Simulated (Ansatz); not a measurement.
SiNH4Cl3: nudged elastic band

- system: SiNH4Cl3
- method: RKS PBE0-D4/def2-SVP (Ansatz 0.2.0)

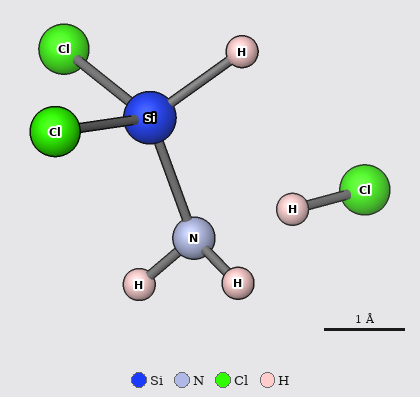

*The structure as given in the input (ball-and-stick view, seen at a tilt).*

Bond lengths as drawn: Cl–H 1.31 Å, Cl–Si 2.03 to 2.05 Å, H–N 1.01 Å, H–Si 1.47 Å and N–Si 1.72 Å.

**Input**
```yaml
crystal:
  periodic: [false, false, false]
  atoms:
    - {symbol: Si, position_ang: [-0.852863, -0.663663, 0.218720]}
    - {symbol: N, position_ang: [0.749658, -0.049397, 0.334385]}
    - {symbol: Cl, position_ang: [-1.101313, -1.270145, -1.703399]}
    - {symbol: Cl, position_ang: [-1.205278, -2.251420, 1.459446]}
    - {symbol: H, position_ang: [-1.807099, 0.398163, 0.570647]}
    - {symbol: H, position_ang: [0.822952, 1.518912, -0.692082]}
    - {symbol: Cl, position_ang: [0.868887, 2.645111, -1.364713]}
    - {symbol: H, position_ang: [1.484701, -0.618891, -0.065330]}
    - {symbol: H, position_ang: [1.040356, 0.291231, 1.242427]}
basis:
  gaussian: {orbitals: def2-SVP}
hamiltonian: {xc: pbe0, dispersion: d4}
neb:
  images: 5
  climbing: true
  max_iterations: 40
  initial_path: idpp
  final_atoms:
    - {symbol: Si, position_ang: [-0.921465, 0.064419, -0.104503]}
    - {symbol: N, position_ang: [1.109978, -0.077609, 0.125894]}
    - {symbol: Cl, position_ang: [-0.590647, -1.007810, -1.878929]}
    - {symbol: Cl, position_ang: [-0.996317, -0.976019, 1.717479]}
    - {symbol: H, position_ang: [-2.386039, 0.166816, -0.270603]}
    - {symbol: H, position_ang: [1.579075, 0.367221, -0.657258]}
    - {symbol: Cl, position_ang: [-0.574588, 2.134908, -0.083670]}
    - {symbol: H, position_ang: [1.386305, -1.053980, 0.165824]}
    - {symbol: H, position_ang: [1.393700, 0.381954, 0.985868]}
```

Hardware: 8 threads of Arm Neoverse V1, 23 GiB of memory available, shared host.

Run as:
```bash
ansatz run in.yaml --threads 8 --pin off --events-out ev --progress --plain --max-ram 19148MiB
```

**Log**
```
Functional definition: PBE0
  name "PBE0"
  cite "Adamo & Barone, J. Chem. Phys. 110, 6158 (1999) doi:10.1063/1.478522"
  cite "Perdew, Burke & Ernzerhof, Phys. Rev. Lett. 77, 3865 (1996) doi:10.1103/PhysRevLett.77.3865"
  parent pbe
  parameter a = 0.25
  parameter kappa = 0.804
  parameter beta = 0.06672455060314922
  exchange = (1 - a)*pbe_x(kappa = kappa, mu = beta*pi^2/3) + a*exact_x
  correlation = pbe_c(beta = beta)
1064 factors; integrals over basis functions are off by at most 3.8e-4 eV
mean field evaluation 1: about -46967.7058 eV, gradient 4.6e1 eV
mean field evaluation 2: about -46963.7259 eV, gradient 6.1e1 eV
mean field evaluation 4: about -46971.8433 eV, gradient 1.7e0 eV
mean field evaluation 8: about -46971.8614 eV, gradient 8.9e-2 eV
mean field evaluation 16: about -46971.8614 eV, gradient 3.2e-5 eV
mean field -46971.86143189 eV, -1726.1840689506 hartree, gradient 3.2e-5 eV, S^2 0.000000; 0 other end points of the search recorded, 0 dependent functions left out
the calculation of the forces begins
reference -46971.86145591 eV, -1726.1840698336 hartree; 38, 38 occupied and 68, 68 virtual orbitals, 1064 factors
1064 factors; integrals over basis functions are off by at most 9.9e-4 eV
mean field -46972.23791258 eV, -1726.1979043609 hartree, gradient 8.6e-6 eV, S^2 0.000000; 0 other end points of the search recorded, 0 dependent functions left out
[... from here on the field's lines of each further geometry are left out, up to the last ...]
WARN: NEB end point (image 0): max|allowed force component| = 3.108e-1 eV/Å (the criterion of neb.relax_end_points is 1.000e-2). That is over neb.f_tol: it is no minimum, so the barrier can be far off. Relax it first
WARN: NEB end point (image 6): max|allowed force component| = 2.802e-1 eV/Å (the criterion of neb.relax_end_points is 1.000e-2). That is over neb.f_tol: it is no minimum, so the barrier can be far off. Relax it first
NEB iter   1: max|band force component| = 3.715e0 eV/Å  barrier→ = 2.0179 eV  barrier← = 2.4328 eV  Δτ_max = 0.2000 Å  (178 SCF iters)
NEB iter   2: max|band force component| = 1.826e0 eV/Å  barrier→ = 0.9150 eV  barrier← = 1.3299 eV  Δτ_max = 0.2000 Å  (143 SCF iters)
NEB iter   3: max|band force component| = 5.730e0 eV/Å  barrier→ = 0.7850 eV  barrier← = 1.1998 eV  Δτ_max = 0.1003 Å  (141 SCF iters)
NEB iter   4: max|band force component| = 1.138e0 eV/Å  barrier→ = 0.6255 eV  barrier← = 1.0404 eV  Δτ_max = 0.1915 Å  (144 SCF iters)
NEB iter   5: max|band force component| = 6.386e-1 eV/Å  barrier→ = 0.5163 eV  barrier← = 0.9311 eV  Δτ_max = 0.2000 Å  (136 SCF iters)
NEB iter   6: max|band force component| = 8.608e-1 eV/Å  barrier→ = 0.4056 eV  barrier← = 0.8204 eV  Δτ_max = 0.1001 Å  (138 SCF iters)
NEB iter   7: max|band force component| = 5.194e-1 eV/Å  barrier→ = 0.2983 eV  barrier← = 0.7131 eV  Δτ_max = 0.1000 Å  (137 SCF iters)
NEB iter   8: max|band force component| = 4.381e-1 eV/Å  barrier→ = 0.2975 eV  barrier← = 0.7124 eV  CI = image 2  Δτ_max = 0.2000 Å  (131 SCF iters)
NEB iter   9: max|band force component| = 1.176e0 eV/Å  barrier→ = 0.4172 eV  barrier← = 0.8320 eV  CI = image 2  Δτ_max = 0.0823 Å  (139 SCF iters)
NEB iter  10: max|band force component| = 6.532e-1 eV/Å  barrier→ = 0.4192 eV  barrier← = 0.8341 eV  CI = image 2  Δτ_max = 0.0570 Å  (133 SCF iters)
NEB iter  11: max|band force component| = 3.622e-1 eV/Å  barrier→ = 0.4064 eV  barrier← = 0.8213 eV  CI = image 2  Δτ_max = 0.0412 Å  (123 SCF iters)
NEB iter  12: max|band force component| = 8.993e-2 eV/Å  barrier→ = 0.4031 eV  barrier← = 0.8179 eV  CI = image 2  Δτ_max = 0.0283 Å  (123 SCF iters)
NEB iter  13: max|band force component| = 6.653e-2 eV/Å  barrier→ = 0.4000 eV  barrier← = 0.8149 eV  CI = image 2  Δτ_max = 0.0142 Å  (119 SCF iters)
NEB iter  14: max|band force component| = 5.815e-2 eV/Å  barrier→ = 0.3986 eV  barrier← = 0.8135 eV  CI = image 2  Δτ_max = 0.0142 Å  (121 SCF iters)
NEB iter  15: max|band force component| = 3.995e-2 eV/Å  barrier→ = 0.3977 eV  barrier← = 0.8126 eV  CI = image 2  Δτ_max = 0.0141 Å  (123 SCF iters)
NEB iter  16: max|band force component| = 4.050e-2 eV/Å  barrier→ = 0.3970 eV  barrier← = 0.8119 eV  CI = image 2  Δτ_max = 0.0264 Å  (24 SCF iters)
NEB iter  17: max|band force component| = 5.470e-2 eV/Å  barrier→ = 0.3963 eV  barrier← = 0.8112 eV  CI = image 2  Δτ_max = 0.0132 Å  (29 SCF iters)
NEB iter  18: max|band force component| = 6.334e-2 eV/Å  barrier→ = 0.3959 eV  barrier← = 0.8108 eV  CI = image 2  Δτ_max = 0.0066 Å  (121 SCF iters)
NEB iter  19: max|band force component| = 3.714e-2 eV/Å  barrier→ = 0.3958 eV  barrier← = 0.8107 eV  CI = image 2  Δτ_max = 0.0132 Å  (217 SCF iters)
the calculation of the forces begins
reference -46971.46668986 eV, -1726.1695624488 hartree; 38, 38 occupied and 68, 68 virtual orbitals, 1067 factors
these checks for a lower state are left out or cut short: stability, starts, cluster_reference, orbital_swaps, neighbouring_geometries, increment
1066 factors; integrals over basis functions are off by at most 1.0e-3 eV
mean field -46971.70026846 eV, -1726.1781463041 hartree, gradient 2.6e-6 eV, S^2 0.000000; 0 other end points of the search recorded, 0 dependent functions left out
the calculation of the forces begins
reference -46971.70029088 eV, -1726.1781471278 hartree; 38, 38 occupied and 68, 68 virtual orbitals, 1066 factors
NEB iter  20: max|band force component| = 4.571e-2 eV/Å  barrier→ = 0.3956 eV  barrier← = 0.8104 eV  CI = image 2  CI's point: of a kind that is not told: the force calls were inconclusive, a negative curvature could not be distinguished from the path's own, the only one lies far off the path, or fixed occupations may fill a level only in part  Δτ_max = 0.0000 Å  (695 SCF iters)
```

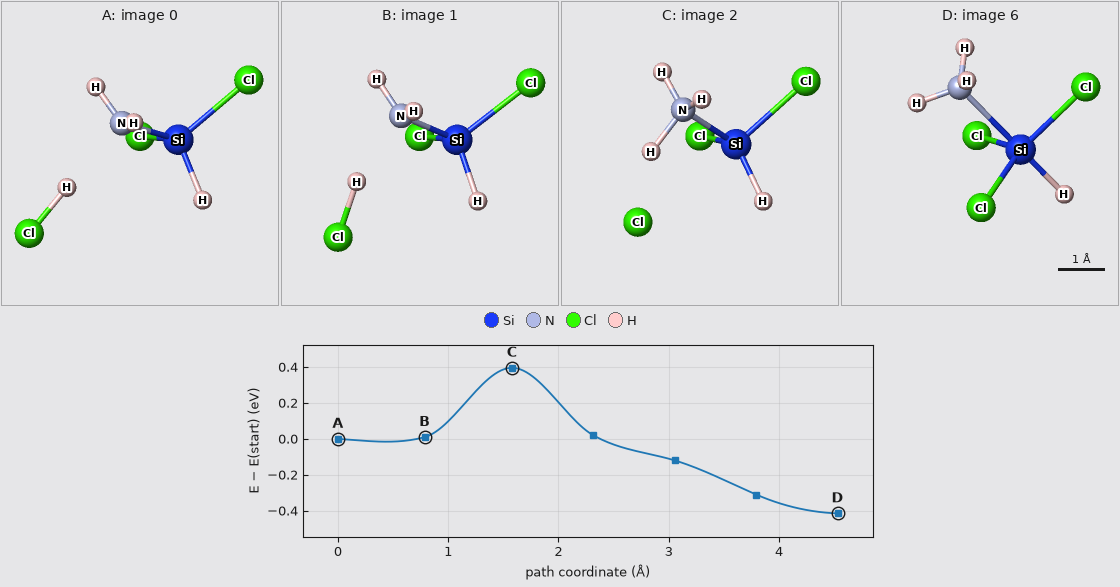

*Images of the last band (counted from 0; ball-and-stick, seen at a tilt) above the energy along the path; the line is a cubic interpolation that uses the forces.*

The highest image is number 2, 0.396 eV above the start and 0.810 eV above the end (the climbing image); the end lies 0.415 eV below the start. The path is 4.53 Å long. The band converged in 20 iterations. The end points carry forces over 0.1 eV/Å, so they aren't fully relaxed minima and the barriers are approximate.

```
Total energy: -46971.69235533 eV, -1726.1778555018 hartree
Atom 0 at    -0.858226    -0.239968     0.023913 Å, force     0.010533    -0.001836    -0.018622 eV/Å
Atom 1 at     0.949848    -0.057061     0.313163 Å, force     0.002939     0.014728     0.015126 eV/Å
Atom 2 at    -1.104079    -1.054151    -1.824026 Å, force    -0.002592    -0.003448     0.004217 eV/Å
Atom 3 at    -1.283914    -1.774550     1.366017 Å, force    -0.001808     0.004085     0.001128 eV/Å
Atom 4 at    -1.678300     0.891521     0.462309 Å, force    -0.003682    -0.005037     0.005168 eV/Å
Atom 5 at     1.040753     0.924169    -0.312043 Å, force    -0.007541     0.002250    -0.013351 eV/Å
Atom 6 at     0.234264     2.073678    -1.246960 Å, force     0.005018     0.000970     0.002437 eV/Å
Atom 7 at     1.496141    -0.828034    -0.078542 Å, force    -0.009358     0.001745     0.000132 eV/Å
Atom 8 at     1.203515     0.064298     1.296270 Å, force     0.006491    -0.013457     0.003765 eV/Å
Dipole moment:     0.469012    -0.654624     0.687887 e Å
```

**The last band as extended XYZ (Å, eV, eV/Å)**
```
9
Properties=species:S:1:pos:R:3:forces:R:3 image=0 energy=-46972.08790
Si   -0.8529   -0.6637    0.2187   -0.2579   0.1682   0.0324
N     0.7497   -0.0494    0.3344    0.0533   0.1422  -0.0969
Cl   -1.1013   -1.2701   -1.7034   -0.0170  -0.1089  -0.3108
Cl   -1.2053   -2.2514    1.4594   -0.0258  -0.2570   0.1909
H    -1.8071    0.3982    0.5706   -0.0789   0.1080   0.0410
H     0.8230    1.5189   -0.6921    0.0334  -0.0759   0.0522
Cl    0.8689    2.6451   -1.3647   -0.0283   0.0561  -0.0375
H     1.4847   -0.6189   -0.0653    0.2230  -0.1498  -0.1157
H     1.0404    0.2912    1.2424    0.0981   0.1169   0.2444
9
Properties=species:S:1:pos:R:3:forces:R:3 image=1 energy=-46972.07797
Si   -0.8194   -0.4925    0.1600    0.0006  -0.0566   0.0356
N     0.8737   -0.1339    0.3635   -0.0112  -0.0164   0.0096
Cl   -1.0372   -1.1218   -1.7725    0.0033  -0.0151   0.0227
Cl   -1.4103   -2.0078    1.4235   -0.0519  -0.0433   0.0250
H    -1.6330    0.7021    0.4588    0.0210  -0.0321   0.0022
H     0.8692    1.3457   -0.5943   -0.0393   0.1039  -0.0796
Cl    0.4537    2.3917   -1.3061    0.0819   0.0780  -0.0165
H     1.5272   -0.8056   -0.0350   -0.0026  -0.0116  -0.0031
H     1.1761    0.1219    1.3021   -0.0018  -0.0067   0.0041
9
Properties=species:S:1:pos:R:3:forces:R:3 image=2 energy=-46971.69233
Si   -0.8582   -0.2400    0.0239    0.0105  -0.0018  -0.0186
N     0.9498   -0.0571    0.3132    0.0029   0.0147   0.0151
Cl   -1.1041   -1.0542   -1.8240   -0.0026  -0.0034   0.0042
Cl   -1.2839   -1.7746    1.3660   -0.0018   0.0041   0.0011
H    -1.6783    0.8915    0.4623   -0.0037  -0.0050   0.0052
H     1.0408    0.9242   -0.3120   -0.0075   0.0022  -0.0134
Cl    0.2343    2.0737   -1.2470    0.0050   0.0010   0.0024
H     1.4961   -0.8280   -0.0785   -0.0094   0.0017   0.0001
H     1.2035    0.0643    1.2963    0.0065  -0.0135   0.0038
9
Properties=species:S:1:pos:R:3:forces:R:3 image=3 energy=-46972.06832
Si   -0.8461    0.0587   -0.1151    0.0141   0.1817  -0.0917
N     1.0347   -0.0788    0.2866    0.0678   0.0333   0.0010
Cl   -1.2074   -0.9802   -1.8570   -0.0175   0.0004  -0.0277
Cl   -1.1402   -1.6085    1.2571    0.1093   0.1059  -0.0607
H    -1.8160    0.9110    0.5906   -0.1214  -0.0007   0.0219
H     1.4224    0.7213   -0.2397    0.2341  -0.1198   0.0822
Cl   -0.0895    1.9419   -1.1760   -0.2397  -0.0996   0.0199
H     1.4180   -0.9716   -0.0344   -0.0365  -0.0534   0.0315
H     1.2240    0.0062    1.2880   -0.0102  -0.0477   0.0235
9
Properties=species:S:1:pos:R:3:forces:R:3 image=4 energy=-46972.20783
Si   -0.8718    0.1799   -0.0720   -0.0164   0.0256   0.0167
N     1.0801   -0.1636    0.1717    0.0102  -0.0124  -0.0236
Cl   -1.1520   -0.8644   -1.8354    0.0409   0.0100  -0.0001
Cl   -1.0360   -1.4034    1.4118    0.0335   0.0567   0.0445
H    -2.1010    0.8237    0.4434   -0.0885  -0.0349  -0.0621
H     1.6136    0.5080   -0.3877    0.0444  -0.0459  -0.0330
Cl   -0.1546    2.1122   -0.7949   -0.0154   0.0269   0.0792
H     1.2933   -1.1275   -0.0961   -0.0233  -0.0286   0.0009
H     1.3284   -0.0649    1.1592    0.0146   0.0025  -0.0225
9
Properties=species:S:1:pos:R:3:forces:R:3 image=5 energy=-46972.39756
Si   -0.9046    0.2337   -0.0161   -0.0186   0.0125   0.0136
N     1.0923   -0.2540    0.0547    0.0003  -0.0184  -0.0312
Cl   -1.0828   -0.7753   -1.8317    0.0564   0.0005  -0.0025
Cl   -0.9944   -1.1436    1.6189    0.0183   0.1044   0.0841
H    -2.2760    0.7404    0.2347   -0.0833  -0.0537  -0.1103
H     1.6315    0.3478   -0.5710    0.0074  -0.0481  -0.0590
Cl   -0.1251    2.2050   -0.3131    0.0008   0.0234   0.1598
H     1.2318   -1.2367   -0.1874   -0.0090  -0.0282  -0.0127
H     1.4273   -0.1174    1.0111    0.0276   0.0077  -0.0420
9
Properties=species:S:1:pos:R:3:forces:R:3 image=6 energy=-46972.50276
Si   -0.8890    0.2701    0.0287   -0.2486   0.0754   0.0080
N     1.0709   -0.3254   -0.0345   -0.1621   0.0493   0.0053
Cl   -1.0124   -0.6327   -1.8627    0.0428  -0.1307  -0.2387
Cl   -0.9884   -0.9366    1.7438    0.0458  -0.1688   0.2128
H    -2.3020    0.6995    0.0743   -0.1804   0.0548   0.0058
H     1.5359    0.0983   -0.8317    0.1505   0.1066  -0.2157
Cl   -0.0847    2.2030    0.1862    0.1591   0.2243   0.0178
H     1.1229   -1.3360   -0.1199    0.0394  -0.2802  -0.0238
H     1.5468   -0.0403    0.8160    0.1536   0.0692   0.2285
```

**Results in brief**

```tsv
quantity	value
outcome	converged
barrier, forward	0.396 eV
barrier, backward	0.810 eV
dipole moment (one image of the band)	5.09 D
wall time	2.2 min (CPU time 13 min)
peak memory	0.51 GiB
```
